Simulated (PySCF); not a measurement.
# C3H13BN2Si2 (SMILES C=CN([SiH3])B(C)N[SiH3]): what the fields show

| atom | x (Å) | y (Å) | z (Å) |
| --- | --- | --- | --- |
| C | -2.3667 | -1.6433 | 1.0155 |
| C | -1.3129 | -1.3539 | 0.2667 |
| N | -0.9456 | -0.0831 | -0.1813 |
| Si | -2.2261 | 1.0255 | -0.6134 |
| B | 0.4509 | 0.2682 | -0.1986 |
| C | 0.9284 | 1.6292 | -0.8583 |
| N | 1.4008 | -0.5864 | 0.4085 |
| Si | 3.1308 | -0.4994 | 0.4744 |
| H | -3.0330 | -0.8816 | 1.3810 |
| H | -2.5885 | -2.6594 | 1.2890 |
| H | -0.6556 | -2.1533 | -0.0629 |
| H | -1.8157 | 1.7986 | -1.7839 |
| H | -3.3849 | 0.2024 | -0.9591 |
| H | -2.5290 | 1.9270 | 0.5072 |
| H | 1.9972 | 1.7871 | -0.7375 |
| H | 0.7129 | 1.6526 | -1.9250 |
| H | 0.4186 | 2.4838 | -0.4169 |
| H | 1.0156 | -1.3900 | 0.8825 |
| H | 3.5432 | -1.7396 | 1.1382 |
| H | 3.6860 | -0.4325 | -0.8806 |
| H | 3.5647 | 0.6651 | 1.2541 |

Geometry: GFN2-xTB.

All numbers below come from PBE0/pcSseg-1, SCF density, gas phase, non-relativistic (PySCF 2.14.0).

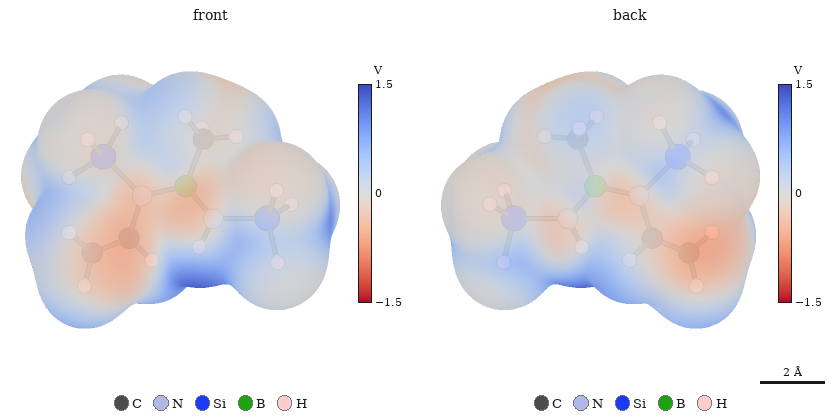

Figure 1. The molecular electrostatic potential painted on the density surface at 0.001 e/bohr³, seen from the front and from behind; red is negative and blue positive.

**Describe the electrostatic potential map.**

The most negative region (about −0.6 V) lies over the π face of C1 and C2, the most positive (about +1.2 V) over H18.

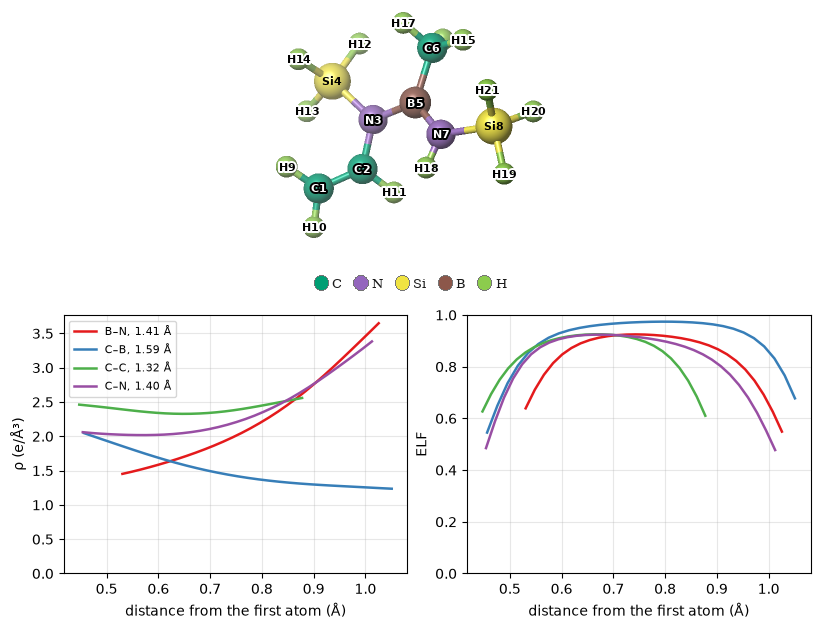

Figure 2. Electron density and electron localisation function along straight lines between neighbouring atoms. The curves leave out the atomic cores. The structure is drawn too.

**Compare the contacts.**

B–N (1.41 Å): ρ at the midpoint is about 1.9 e/Å³; the ELF peaks at about 0.90 between the atoms: a short, strongly polar bond.
C–B (1.59 Å): ρ is about 1.4 e/Å³ halfway; the ELF peaks at about 1 between the atoms; localised, covalent bonding.
C–C (1.32 Å): the density is about 2.3 e/Å³ at the midpoint; the ELF peaks at about 0.95 between the atoms (a multiple bond).
C–N (1.40 Å): ρ at the midpoint is about 2.1 e/Å³; the ELF peaks at about 0.90 between the atoms; localised, covalent bonding.
